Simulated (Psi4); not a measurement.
# CH3InN− ([In(CN)H3]-) at wB97X-D/def2-QZVPD (density fitting, core potential, sweep point 6)

Aim: the vertical electron affinity of CH3InN− ([In(CN)H3]-) at wB97X-D/def2-QZVPD (density fitting, core potential, sweep point 6), from 2 runs. 

Program for the calculation: Psi4 1.11.

### Step 1. The molecule

The species is CH3InN− (6 atoms), meant as a singlet with charge -1. SMILES: `[H][In-]([H])([H])[C]#N`. The shape comes from GFN1-xTB, which is rough for such elements, and wasn't checked as a minimum.

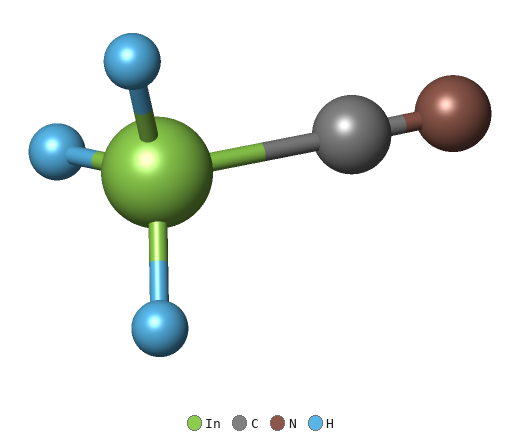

Viewed from a chosen angle; indium green, carbon grey, nitrogen brown, hydrogen blue.

### Step 2. A single-point energy at wB97X-D/def2-QZVPD (density fitting, core potential, sweep point 6)

input.inp reads:

```
memory 1600 MB

molecule system {
  -1 1
  In    -0.009600    -0.004360    -0.701830
  C      0.018130     0.016100     1.519490
  N      0.040890     0.017280     2.678670
  H      1.661990    -0.004740    -1.184060
  H     -0.861380     1.439180    -1.171740
  H     -0.850030    -1.463460    -1.140530
  units angstrom
  symmetry c1
}

set {
  basis                def2-QZVPD
  reference            rks
  puream               true
  scf_type             df
  dft_radial_points    99
  dft_spherical_points 590
}

result, w = energy('wb97x-d', return_wfn=True)
```

Launch:

```
$ psi4 input.inp input.out -n 1
```

input.out:

```text
[...]
    !!!  WARNING: ECP capability is in beta. Please check occupations closely.  !!!
[...]
  Running in c1 symmetry.
[...]
  Nuclear repulsion =   97.552920354073265
[...]
  Multiplicity = 1
[...]
  Nalpha       = 19
  Nbeta        = 19
[...]
    Number of basis functions: 313
[...]
   @DF-RKS iter   1:  -284.64477515179038   -1.65990e+00   2.33657e-03 ADIIS/DIIS
[...]
   @DF-RKS iter   8:  -284.89866773140619   -1.52836e-07   3.81679e-07 DIIS
[...]
    Orbital Energies [Eh]
    ---------------------
    Doubly Occupied:
       1A    -14.247030     2A    -10.121302     3A     -4.580050
       4A     -2.978808     5A     -2.976150     6A     -2.976136
       7A     -0.813098     8A     -0.660728     9A     -0.657065
      10A     -0.657041    11A     -0.650181    12A     -0.650164
      13A     -0.393095    14A     -0.305771    15A     -0.249287
      16A     -0.249272    17A     -0.229137    18A     -0.185826
      19A     -0.185539
[...]
  @DF-RKS Final Energy:  -284.89866773140619
   => Energetics <=
    Nuclear Repulsion Energy =             97.5529203540732652
    One-Electron Energy =                -663.5581022509290960
    Two-Electron Energy =                 301.8360653092559573
    DFT Exchange-Correlation Energy =     -20.7282166924037199
    Empirical Dispersion Energy =          -0.0013344514026728
    VV10 Nonlocal Energy =                  0.0000000000000000
    Total Energy =                       -284.8986677314061922
[...]
 Multipole Moments:
 ------------------------------------------------------------------------------------
     Multipole            Electronic (a.u.)      Nuclear  (a.u.)        Total (a.u.)
 ------------------------------------------------------------------------------------
 L = 1.  Multiply by 2.5417464519 to convert [e a0] to [Debye]
 Dipole X            :         -0.4677514            0.4483160           -0.0194354
 Dipole Y            :         -0.2360025            0.2294423           -0.0065602
 Dipole Z            :        -33.4213394           32.0111657           -1.4101737
 Magnitude           :                                                    1.4103229
[...]
```

Wall time 32 s (1 thread of Intel Xeon 6975P-C (Granite Rapids), shared host); peak memory 1.4 GiB.

### Step 3. Doublet [CH3InN]2− at the same level

ch3inn.inp reads:

```
memory 1600 MB

molecule {
  -2 2
  In    -0.009600    -0.004360    -0.701830
  C      0.018130     0.016100     1.519490
  N      0.040890     0.017280     2.678670
  H      1.661990    -0.004740    -1.184060
  H     -0.861380     1.439180    -1.171740
  H     -0.850030    -1.463460    -1.140530
  symmetry c1
}

set globals {
  basis def2-QZVPD
  reference uks
  puream true
  scf_type df
  dft_radial_points 99
  dft_spherical_points 590
  maxiter 150
}

e = energy('wb97x-d')
```

Launch:

```
$ psi4 ch3inn.inp ch3inn.out -n 1
```

ch3inn.out:

```text
[...]
    !!!  WARNING: ECP capability is in beta. Please check occupations closely.  !!!
[...]
  Running in c1 symmetry.
[...]
  Nuclear repulsion =   97.552920354073265
[...]
  Multiplicity = 2
[...]
  Nalpha       = 20
  Nbeta        = 19
[...]
    Number of basis functions: 313
[...]
   @DF-UKS iter   1:  -284.10245639603835   -1.11758e+00   3.09065e-03 DIIS/ADIIS
[...]
   @DF-UKS iter  14:  -284.77116978449010   -4.20231e-07   2.51902e-07 DIIS
[...]
   @S^2 Observed:                7.509375786E-01
[...]
    Orbital Energies [Eh]
    ---------------------
    Alpha Occupied:
       1A    -14.153168     2A    -10.027530     3A     -4.475748
       4A     -2.874673     5A     -2.871717     6A     -2.871702
       7A     -0.719861     8A     -0.556856     9A     -0.552706
      10A     -0.552683    11A     -0.545899    12A     -0.545883
      13A     -0.293971    14A     -0.209876    15A     -0.155791
      16A     -0.155784    17A     -0.131281    18A     -0.081544
      19A     -0.081258    20A      0.125584
    Alpha Virtual:
      21A      0.242153    22A      0.245597    23A      0.245706
      24A      0.254090    25A      0.263115    26A      0.263264
[...]
  @DF-UKS Final Energy:  -284.77116978449010
   => Energetics <=
    Nuclear Repulsion Energy =             97.5529203540732652
    One-Electron Energy =                -667.2413322452684952
    Two-Electron Energy =                 305.6555192379564687
    DFT Exchange-Correlation Energy =     -20.7369426798487204
    Empirical Dispersion Energy =          -0.0013344514026728
    VV10 Nonlocal Energy =                  0.0000000000000000
    Total Energy =                       -284.7711697844900982
[...]
 Multipole Moments:
 ------------------------------------------------------------------------------------
     Multipole            Electronic (a.u.)      Nuclear  (a.u.)        Total (a.u.)
 ------------------------------------------------------------------------------------
 L = 1.  Multiply by 2.5417464519 to convert [e a0] to [Debye]
 Dipole X            :         -0.4436518            0.4483160            0.0046642
 Dipole Y            :         -0.2063838            0.2294423            0.0230585
 Dipole Z            :        -30.8913366           32.0111657            1.1198290
 Magnitude           :                                                    1.1200761
[...]
```

Wall time 76 s (1 thread of Intel Xeon 6975P-C (Granite Rapids), shared host); peak memory 1.4 GiB.

### Step 4. Summary of results

At wB97X-D/def2-QZVPD (density fitting, core potential, sweep point 6):

| quantity | value |
| --- | --- |
| singlet CH3InN−: total energy | -284.89867 Eh |
| singlet CH3InN−: HOMO energy | -5.05 eV |
| singlet CH3InN−: LUMO energy | 3.70 eV |
| singlet CH3InN−: HOMO–LUMO gap (to an unbound level, set by the basis) | 8.75 eV |
| singlet CH3InN−: dispersion energy | -3.50 kJ/mol |
| doublet [CH3InN]2−: total energy | -284.77117 Eh |
| doublet [CH3InN]2−: HOMO energy (highest over α and β) | 3.42 eV |
| doublet [CH3InN]2−: LUMO energy (lowest over α and β) | 6.59 eV |
| doublet [CH3InN]2−: dispersion energy | -3.50 kJ/mol |
| doublet [CH3InN]2−: ⟨S²⟩ | 0.751 |
| vertical electron affinity (to the doublet dianion) | -3.469 eV |

The dianion lies 3.47 eV (80 kcal/mol) above the anion: the electron isn't bound at this level, and such a value depends on the basis. The HOMO (doublet [CH3InN]2−) lies at positive energy, 3.42 eV; only total energies tell whether the electron is bound.
